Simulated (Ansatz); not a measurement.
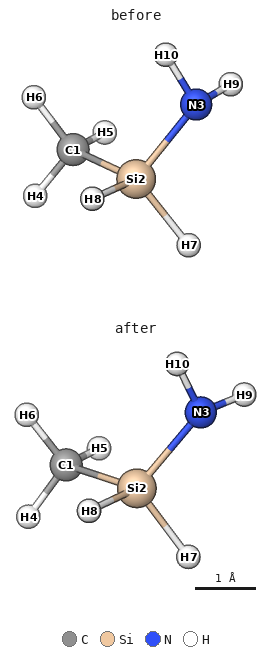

The structure of CH₇NSi (coarse preliminary run) before (top) and after (bottom) a relaxation, at one scale.

The picture is a ball-and-stick view, seen from a free direction.

The start comes from a force field.

Computed with RKS PBE-D4/def2-SVP (Ansatz 0.2.0). Set-up: force threshold 0.03 eV/Å; at most 200 steps.

Summarise the run.

Answer. H9 moves most after the best rigid fit: 0.28 Å. Largest moves by element: H 0.28 Å, C 0.17 Å, N 0.13 Å, Si 0.07 Å. Near-neighbour distances that change, for instance: C1–Si2 1.775 → 1.896 Å, Si2–N3 1.671 → 1.750 Å, Si2–H8 1.443 → 1.507 Å, C1–H4 1.064 → 1.110 Å. Bond angles that change, for instance: C1–Si2–N3 110.1° → 116.8°, H4–C1–H5 102.3° → 107.9°, Si2–N3–H10 112.9° → 118.4°. The energy falls by 10.9 kcal/mol in 4 geometry steps. Largest force component: 2.8 eV/Å at the start, 0.026 eV/Å at the end. The run took about 14 core-seconds on a shared host.
